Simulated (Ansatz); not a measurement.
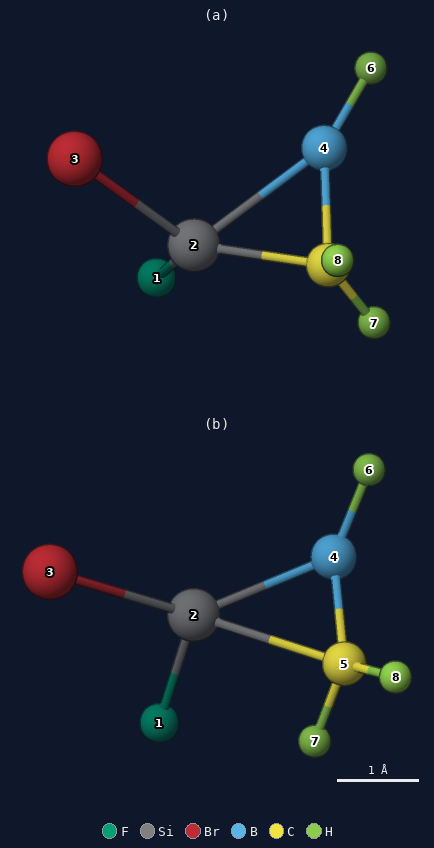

The structure of CH$_{3}$BBrFSi (coarse preliminary run) before (top) and after (bottom) a relaxation, at one scale.

The picture is a ball-and-stick view, seen face on.

The start comes from a force field.

Level of theory: Ansatz 0.2.0, RKS PBE-D4/def2-SVP.

The input:
```yaml
crystal:
  periodic: [false, false, false]
  atoms:
    - {symbol: F, position_ang: [-0.867800, -1.972100, 1.005800]}
    - {symbol: Si, position_ang: [0.280800, -0.919300, 0.377100]}
    - {symbol: Br, position_ang: [2.211800, -0.767900, 1.469400]}
    - {symbol: B, position_ang: [-0.426300, 0.980600, 0.318500]}
    - {symbol: C, position_ang: [-0.083200, 0.172000, -0.992600]}
    - {symbol: H, position_ang: [-0.938500, 1.944100, 0.853700]}
    - {symbol: H, position_ang: [-0.923900, -0.120800, -1.595700]}
    - {symbol: H, position_ang: [0.839400, 0.626400, -1.491900]}
basis:
  gaussian: {orbitals: def2-SVP}
hamiltonian: {xc: pbe, dispersion: d4}
relax: {f_tol: 0.03, max_steps: 200}
```

Command:
```bash
ansatz run in.yaml --threads 4 --pin off --events-out ev --progress --plain --max-ram 10444MiB
```

### What changed between the two?

The atom that moves furthest after the best rigid fit is H8 (0.79 Å). Largest moves by element: H 0.79 Å, F 0.64 Å, Si 0.57 Å, Br 0.46 Å, C 0.25 Å, B 0.16 Å. Among the contacts that change: Si2–C5 1.789 → 2.134 Å, Si2–B4 2.028 → 1.898 Å, B4–C5 1.578 → 1.489 Å, F1–Si2 1.680 → 1.638 Å. Among the angles between lasting bonds that change: Si2–C5–H7 115.0° → 79.6°, Si2–C5–H8 114.4° → 148.7°, Br3–Si2–B4 104.7° → 127.3°. The energy falls by 1.480 eV in 18 accepted moves (19 points after the start). The largest force component goes from 3.4 to 0.03 eV/Å. The line search rejected the trial step at point 13 of the run. Cost: 28 s on 4 threads of Arm Neoverse V1, on a shared host.
